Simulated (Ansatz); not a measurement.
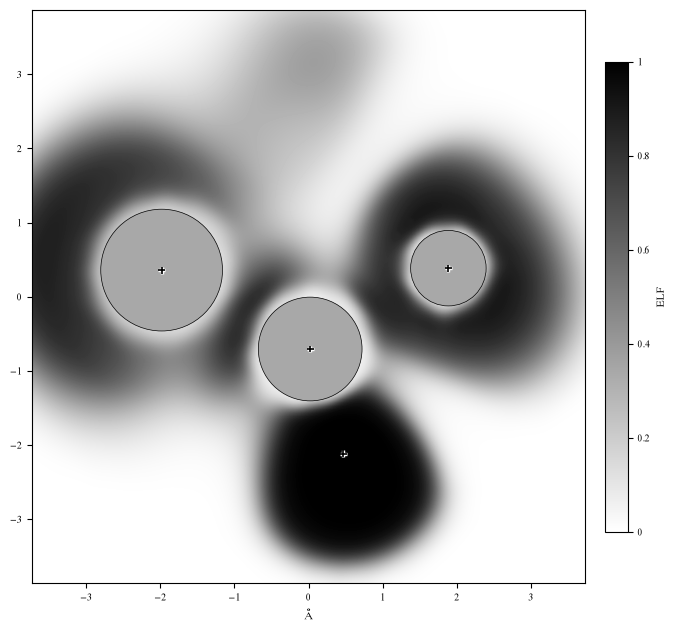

The ELF on a plane through atoms (crosses mark nuclei in the plane; grey discs cover the cores).

Level of theory: Ansatz, isolated molecule in a Gaussian basis; Kohn-Sham density functional theory, functional PBE0.

Candidates:
A. H$_{2}$S$_{2}$Sn (SMILES [SH][Sn][SH])
B. ClH$_{3}$OSi$_{2}$ (SMILES [SiH]O[SiH2]Cl)
C. ClGeHInSi (doublet)

Which candidate gave the map?

Answer. Candidate C: ClGeHInSi on the plane of atoms Cl1, Si4 and Ge2, which holds Cl, Ge, Si and H. Si–Cl (2.16 Å): the ELF peaks at about 0.85 between the atoms (a polar covalent bond). Si–Ge (2.27 Å): the ELF peaks at about 0.80 between the atoms (a covalent bond).
